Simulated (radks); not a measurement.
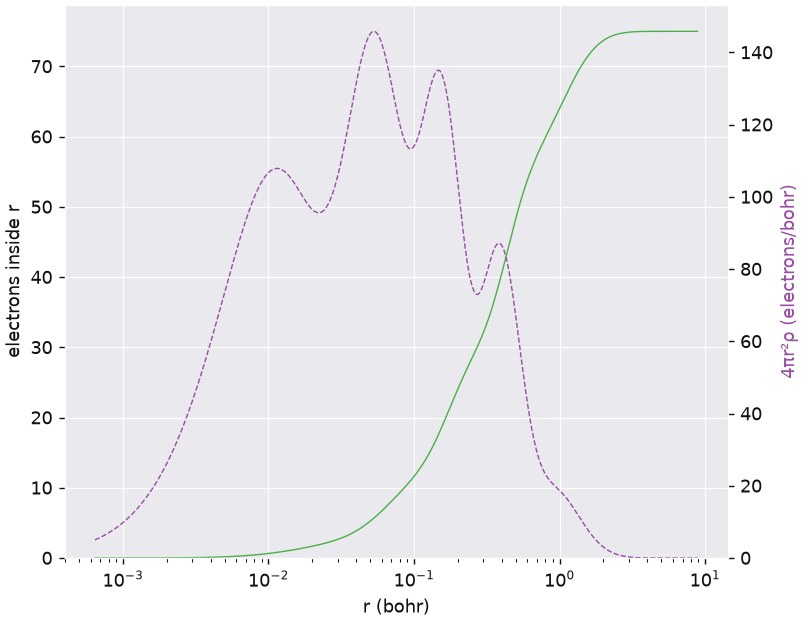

The platinum ion Pt³⁺; electrons: [Kr] 4d10 4f14 5s1 5p6 5d8. All numbers are computed, not measured: scalar-relativistic Kohn-Sham, HCTH/407, spin-unpolarised, spherical densities, point nucleus (the in-house radial solver radks).

The plot shows the number of electrons inside radius r (solid) and the radial density 4πr²ρ (dashed).

Question: Read the plot.

Answer: The count levels off at 75 electrons. Half of them lie within 0.366 bohr, 90 % within 1.21 bohr and 99 % within 2.23 bohr. The radial density has minima at 0.0222, 0.0945 and 0.272 bohr, where the count stands at 1.9, 11.0 and 30.0; these part the shells that the density resolves.
